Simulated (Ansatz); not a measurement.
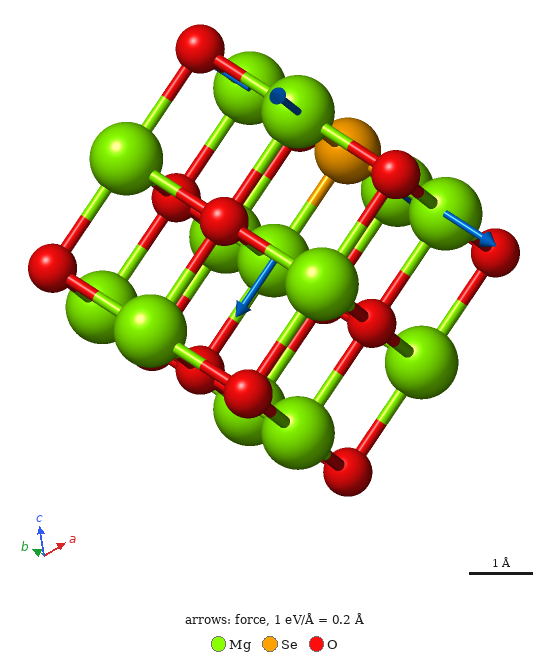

Starting geometry of a defect cell of composition Mg₂₇SeO₂₆ with the computed forces as blue arrows. A ball-and-stick model of the atoms within 4.2 Å of the atom that moves most (axes of the cell of the calculation (origin shifted)), seen slightly off an axis.

These are results of DFT, PBE, plane-wave PAW, default files, scalar-relativistic (Ansatz 0.2.0), not measurements. Settings: plane-wave cutoff 420 eV; k-point mesh 3 × 3 × 3; occupations fermi dirac; smearing width 0.01 eV; no spin polarisation; atoms relaxed in a fixed cell; force threshold 0.03 eV/Å; at most 40 steps.

Q: Is this structure relaxed? If not, where do the atoms go?

A: It isn't relaxed: the largest force vector, on Mg atoms, is 5.51 eV/Å. The atoms end up moving mostly along the starting forces (cosine between the two patterns 0.94). After 3 accepted moves (4 points after the start) the energy has fallen by 3.257 eV per cell of the calculation. Largest force component: 5.5 eV/Å at the start, 0.017 eV/Å at the end. 1 step only repeated the SCF at the same geometry. The largest moves, 0.20 Å, are those of Mg atoms. Largest moves by element: Mg 0.20 Å, O 0.05 Å. Se stays in place. The cell doesn't change. Some distances before and after: Mg–Se 2.109 → 2.311 Å, Mg–O 2.109 → 1.950 Å, Mg–O 2.108 → 2.063 Å, Mg–O 2.108 → 2.151 Å. Bond angles that change, for instance: O–Mg–O 180.0° → 171.1°, Se–Mg–O 90.0° → 85.6°, O–Mg–O 90.0° → 94.4°. The run took 2.3 min on 1 thread of Intel(R) Xeon(R) Platinum 8488C (Sapphire Rapids) (shared host), peak memory 1.4 GiB.
